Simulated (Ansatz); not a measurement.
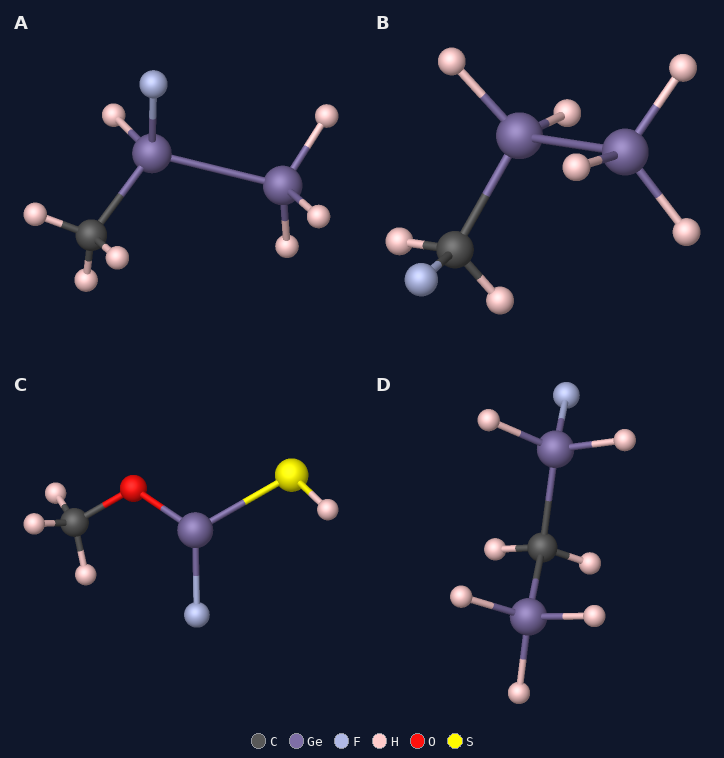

Source: calculation with Ansatz.

```xyz
11
charge 0, multiplicity 1
C    -1.0178    1.4244   -0.5137
Ge    0.6361    0.4196   -0.3360
F     1.6407    1.3508    0.7613
Ge    0.3918   -1.7664    0.6905
H    -1.5108    1.5074    0.4552
H    -1.6903    0.9217   -1.2113
H    -0.8006    2.4247   -0.8901
H     1.4284    0.3812   -1.6594
H    -0.2919   -1.6255    2.0589
H     1.7617   -2.4345    0.8717
H    -0.4821   -2.6604   -0.2065
```

**Which panel shows the molecule in this file?**

A. The file holds CH7FGe2, `[CH3][Ge@@H]([F])[GeH3]`.
